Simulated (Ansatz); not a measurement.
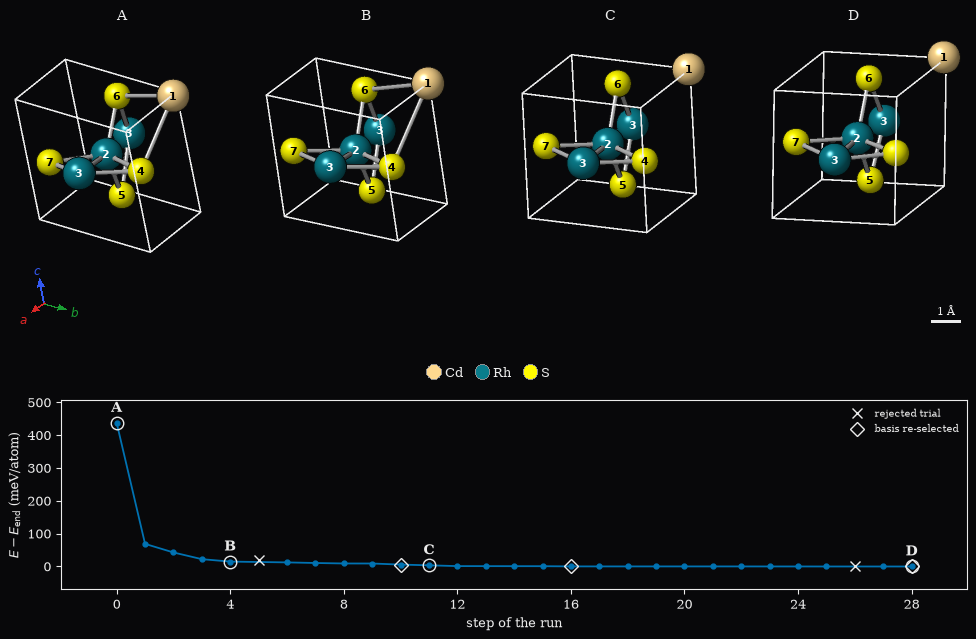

Frames of a relaxation of solid CdRh$_{2}$S$_{4}$ (built on the SrAl2Te4-97 type type), marked on the history of the run. A ball-and-stick model of the cell of the calculation, reduced to other axes, seen slightly off an axis. Lengths and directions refer to the drawn axes.

Case: shaken.

All numbers below come from Ansatz, DFT, PBEsol, plane waves, PAW.

The input:
```yaml
crystal:
  lattice:
    - [-3.5863652826, 3.5502294123, 2.6783347392]
    - [3.5584554196, -3.569247675, 2.6662625695]
    - [3.6255273439, 3.6084097364, -2.704155929]
  atoms:
    - { symbol: Cd, position: [0.0011323465, -0.0185798304, -0.0265406317] }
    - { symbol: Rh, position: [0.0061472054, 0.4940357757, 0.5081891223] }
    - { symbol: Rh, position: [0.5012034384, -0.0331134688, 0.5081899644] }
    - { symbol: S, position: [0.1068873486, 0.9538109798, 0.5017568615] }
    - { symbol: S, position: [0.5745270446, 0.0883145011, 0.1511239414] }
    - { symbol: S, position: [0.9779938472, 0.4677447507, 0.8664634542] }
    - { symbol: S, position: [0.4519613502, 0.6309387015, 0.5069199303] }
kpoints:
  mp_grid: { grid: [4, 4, 4] }
hamiltonian:
  xc: pbesol
scf:
  occupations: { method: fermi_dirac, width: 0.05 }
relax:
  f_tol: 0.01
  cell: {}
  max_steps: 120
```

Command:
```bash
ansatz run input.yaml --threads 4 --pin off --max-ram 4608MiB --backend cpu --events-out ev --progress --plain --runs-dir out
```

Q: What happens along the run?

A: The energy falls by 438 meV per atom in 23 accepted moves (28 points after the start). Largest force component: 11 eV/Å at the start, 0.0028 eV/Å at the end. The pressure goes from 12.18 to 0.01 GPa. The line search rejected the trial steps at points 5, 26 of the run. The SCF was repeated 3 times at an unchanged geometry on a basis and grid sized afresh for the cell, which shifted the energy by 3.3 meV per atom at most. The largest move relative to the cell is that of S6, 0.46 Å roughly along [0 −3 −1]. By element the largest moves are S 0.46 Å, Rh 0.28 Å, Cd 0.22 Å. The drawn cell changes as follows: a 5.345 → 5.247 Å (−1.8 %), b 5.702 → 6.122 Å (+7.4 %), c 5.727 → 6.122 Å (+6.9 %), α 77.6° → 62.3°, β 62.9° → 64.9°, γ 62.2° → 64.9°; the volume changes by +10.0 %. Some distances before and after: Cd1–S6 2.778 → 3.793 Å, Cd1–S4 2.915 → 3.760 Å, Cd1–S5 3.145 → 3.760 Å, Cd1–S7 3.257 → 3.793 Å. Bonds break, among them: Cd1–S6 (2.78 → 3.79 Å). Bond angles that change, for instance: S4–Cd1–S5 74.3° → 92.8°, S5–Cd1–S7 138.4° → 121.2°, Cd1–S5–Rh3 91.7° → 77.1°. The space group (tolerance 0.01 Å) goes from P1 (No. 1) to C2 (No. 5). Cost: 2.6 min on 4 threads of Arm Neoverse V1, with other jobs on the host, peak memory 0.6 GiB. From step 0 to 4: S7 moves most (0.31 Å), volume +0.8 %, energy −423 meV per atom. From step 4 to 11: S atoms move most (0.14 Å), volume +5.5 %, energy −11.4 meV per atom. From step 11 to 28: S atoms move most (0.08 Å), volume +3.4 %, energy −3.6 meV per atom.

```
step  E − E(0), meV/atom  largest force component, eV/Å  pressure, GPa  volume, Å³/atom                      note
   0                0.00                        10.7352          12.18           19.631                          
   1             -368.66                         1.8485           0.43           19.342                          
   2             -394.83                         1.2421          -0.67           19.379                          
   3             -415.27                         0.2804           0.19           19.697                          
   4             -422.67                         0.0876          -0.16           19.794                          
   5             -417.44                         0.3900           1.58           20.101                  rejected
   6             -425.12                         0.0378          -0.17           20.058                          
   7             -426.93                         0.0548           0.28           20.212                          
   8             -428.41                         0.0248           0.31           20.441                          
   9             -428.51                         0.0072          -0.01           20.537                          
  10             -431.79                         0.0096           0.27           20.537  same geometry, new basis
  11             -434.04                         0.0104           0.12           20.888                          
  12             -436.43                         0.0234           0.20           21.265                          
  13             -436.53                         0.0482          -0.01           21.591                          
  14             -436.66                         0.0547           0.03           21.519                          
  15             -436.70                         0.0061           0.00           21.513                          
  16             -437.30                         0.0061           0.03           21.513  same geometry, new basis
  17             -437.37                         0.0129           0.04           21.631                          
  18             -437.38                         0.0138           0.01           21.663                          
  19             -437.38                         0.0118          -0.01           21.684                          
  20             -437.39                         0.0127          -0.01           21.683                          
  21             -437.39                         0.0113          -0.02           21.686                          
  22             -437.42                         0.0102          -0.01           21.675                          
  23             -437.48                         0.0139          -0.01           21.661                          
  24             -437.50                         0.0101          -0.04           21.685                          
  25             -437.58                         0.0058           0.02           21.633                          
  26             -437.58                         0.0161          -0.02           21.603                  rejected
  27             -437.60                         0.0028           0.01           21.604                          
  28             -437.62                         0.0028           0.01           21.604  same geometry, new basis
```
